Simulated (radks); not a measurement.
# Atomic calculation, with input and output: Tm

- system: the neutral thulium atom in the configuration [Xe] 4f13 6s2 (high spin). It sits in a hard spherical wall of radius 3.5 bohr.
- method: scalar-relativistic Kohn-Sham, LDA (Slater exchange, Perdew-Wang correlation), spin-polarised, spherical densities, point nucleus (the in-house radial solver radks)

Summary:

- outcome: converged
- total energy: −13557.6077 hartree
- kinetic energy: 14741.7022 hartree
- electron–nucleus energy: −33368.3584 hartree
- Hartree energy: 5346.3367 hartree
- exchange–correlation energy: −277.288189 hartree
- radius at density 0.001 e/bohr³: 3.31 bohr
- pressure on the wall: 369 GPa
- SCF iterations: 16
- hardware: 1 CPU thread, shared host

Input:
```
Z 69
configuration [Xe] 4f13 6s2 5d0 6p0 7s0
relativity scalar-relativistic
functional lda,pw
spin polarised
nucleus point
wall 3.5 bohr
c 137.035999084
```

Energies in input and log are in hartree, lengths in bohr.

Output:
```
1s      1   1.0000       -2176.54594738
2s      1   1.0000        -366.89438002
2p      1   3.0000        -324.01289819
3s      1   1.0000         -82.11454319
3p      1   3.0000         -69.13168549
3d      1   5.0000         -53.07329554
4s      1   1.0000         -15.82543506
4p      1   3.0000         -11.55715487
4d      1   5.0000          -5.89043603
4f      1   7.0000           0.27979853
5s      1   1.0000          -1.59034683
5p      1   3.0000          -0.63074136
6s      1   1.0000           0.66884123
5d      1   0.0000           0.46509479
6p      1   0.0000           1.15443877
7s      1   0.0000           3.18088838
1s      2   1.0000       -2176.54595711
2s      2   1.0000        -366.89362220
2p      2   3.0000        -324.01233829
3s      2   1.0000         -82.09816164
3p      2   3.0000         -69.11536943
3d      2   5.0000         -53.06058194
4s      2   1.0000         -15.79301857
4p      2   3.0000         -11.52536161
4d      2   5.0000          -5.85950970
4f      2   6.0000           0.30635663
5s      2   1.0000          -1.57591090
5p      2   3.0000          -0.62033518
6s      2   1.0000           0.67327421
5d      2   0.0000           0.47030812
6p      2   0.0000           1.15975649
7s      2   0.0000           3.18723919
Etot -13557.607658731902
Ekin 14741.702239692895
Encl -33368.35838000043
Eh 5346.336670454179
Exc -277.2881888785487
err 9.870095322048793e-09
it 16
```

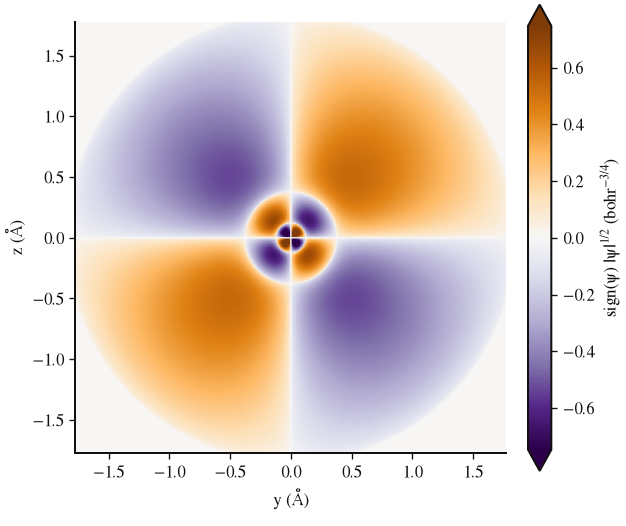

Figure 1. The 5d(yz) orbital of down spin. In the yz plane through the nucleus, the colour gives the signed square root of ψ. (1 bohr = 0.529 Å.) The radial function comes from the spherical calculation and is multiplied by a real spherical harmonic; the overall sign is chosen so that the largest lobe of P(r) is positive; at the scalar-relativistic level it is the large component. It has the nodal planes xy and xz and 2 radial nodes, at r = 0.233 and 0.716 bohr. The outermost maximum of P² lies at 1.80 bohr, ⟨r⟩ = 1.89 bohr, 90 % of the charge lies within 2.64 bohr, and the eigenvalue is 12.8 eV (the orbital is empty).

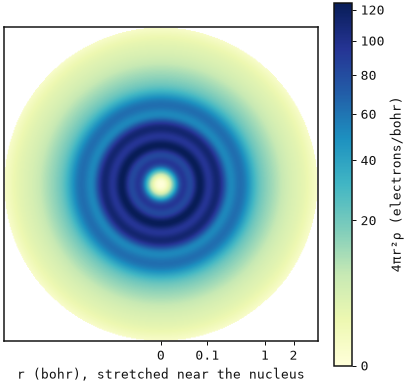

Figure 2. The radial density 4πr²ρ as a disc about the nucleus, with the radius drawn as r to the power 0.35. There are 4 maxima, at r = 0.0137, 0.0616, 0.171 and 0.466 bohr, parted by minima at 0.0262, 0.112 and 0.330 bohr, inside which lie 1.9, 11.1 and 29.7 electrons. The configuration has 6 principal shells, so not every shell has a maximum of its own.

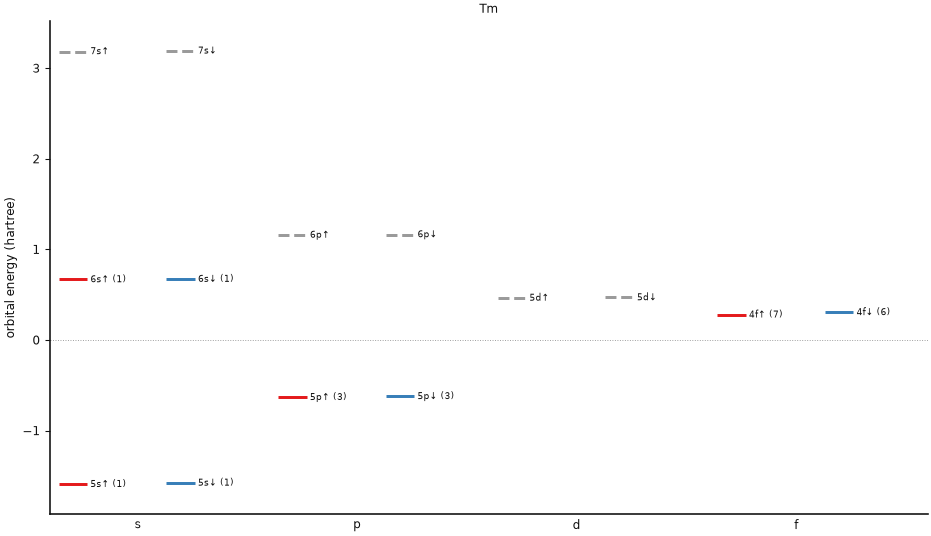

Figure 3. The outer levels are drawn (occupations in brackets, up spins at the left of each column and down spins at the right, empty levels dashed). The highest occupied level is 6s down at 0.673 hartree. The highest 6 occupied levels, from the top down, are 6s down (0.673 hartree), 6s up (0.669 hartree), 4f down (0.306 hartree), 4f up (0.280 hartree), 5p down (−0.620 hartree), 5p up (−0.631 hartree). The largest exchange splitting (down less up) among the shells drawn in both spins is that of 4f, 0.0266 hartree. The wall pushes the highest level above zero, where only the wall holds the electron in. The order isn't aufbau: the empty 5d up and 5d down levels lie under the highest occupied one.
